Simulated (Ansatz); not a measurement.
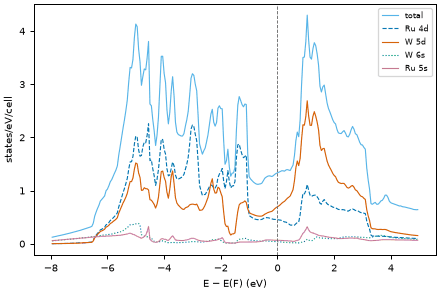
Figure. Total and projected density of states of RuW (rock salt, Fm-3m), r²SCAN (plane waves, PAW; program Ansatz)

Problem. Which orbitals carry the states next to the Fermi level?

Solution. Within 0.5 eV of the Fermi level: W 5d 54 %, Ru 4d 33 %. Projections are on Löwdin-orthogonalised atomic valence shells; empty p or d shells of many metals are not among them.

Problem. Where is the tallest occupied peak in this window, and what makes it?

Solution. Near -5.0 eV, about 4.1 states/eV per cell; the largest projected share is Ru 4d.

The start of the workflow was typed in or built on a structure type; neither database checked (COD, Materials Project) lists it. Its standing as an ambient phase is unchecked. The cell was relaxed with r²SCAN under the symmetry of its start. At this level the phase is mechanically unstable. No spin polarisation was allowed. Its formation energy is positive at this level, so the cell may be metastable or incomplete. Scalar-relativistic: spin–orbit coupling is off unless named, which matters more the heavier the elements.

Potentials: the later of the program's two PAW sets.
